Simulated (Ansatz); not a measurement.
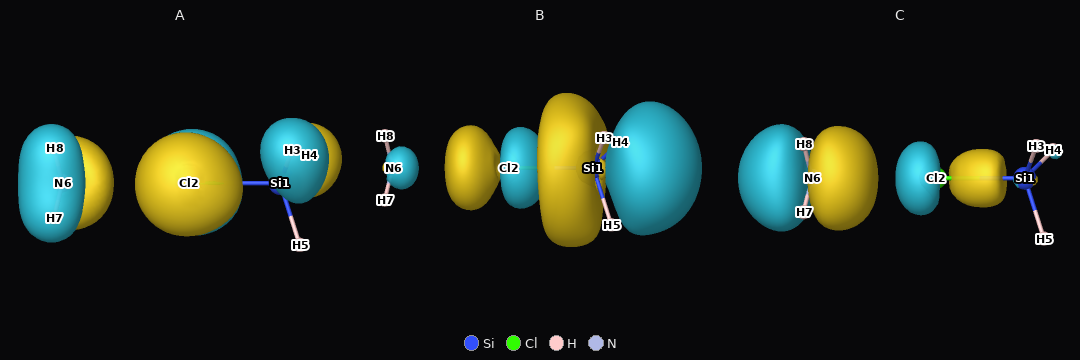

Figure. ClH₃Si···NH₂ (doublet). Three frontier orbitals at ±0.08 Å⁻³ᐟ² (yellow and cyan are the two phases), in no order.

These are results of UKS B3LYP-D4/cc-pVDZ in Ansatz, not measurements.

The calculation's input:

```
crystal:
  periodic: [false, false, false]
  atoms:
    - { symbol: Si, position_ang: [0.0, 0.0, 0.0] }
    - { symbol: Cl, position_ang: [0.0, 0.0, 2.38] }
    - { symbol: H, position_ang: [1.3768, 0.0, -0.4862] }
    - { symbol: H, position_ang: [-0.6877, 1.1914, -0.4862] }
    - { symbol: H, position_ang: [-0.6877, -1.1914, -0.4862] }
    - { symbol: "N", position_ang: [0.0, 0.0, 4.41] }
    - { symbol: H, position_ang: [-0.496, -0.7725, 4.94] }
    - { symbol: H, position_ang: [0.496, 0.7725, 4.94] }
magnetization:
  spin_polarized: true
  initial_magnetization: 1
basis:
  gaussian: { orbitals: cc-pVDZ }
hamiltonian:
  xc: b3lyp
  dispersion: d4
relax:
  f_tol: 0.15
  max_steps: 25
  restrain:
    - { distance: [1, 5], at: 2.93, k: 30.0 }
    - { distance: [0, 1], at: 2.13, k: 30.0 }
output:
  orbitals: {}
```

Launched as:

```sh
ansatz run input.yaml --threads 2 --pin off --max-ram 3072MiB --backend cpu --events-out ev --progress --plain --runs-dir out
```

The fields are those of the run's last geometry, not of the input's.

### Which picture is the HOMO−1, the HOMO and the LUMO? All are α orbitals.

A is the HOMO−1 (α) (−8.37 eV). Its weight (Hirshfeld) is mainly on Cl2 (about 50 %) and N6 (about 30 %); largely a combination of lone pairs on Cl2 and N6. C is the HOMO (α) (−7.98 eV). By Hirshfeld shares it lies mainly on N6 (about 80 %) and Cl2 (about 5 %); largely a lone pair of N6. B is the LUMO (α) (−0.20 eV). Its weight (Hirshfeld) is mainly on Si1 (about 55 %) and Cl2 (about 25 %).

### What is the gap between the highest occupied and lowest empty α orbitals?

7.78 eV between the orbital energies.
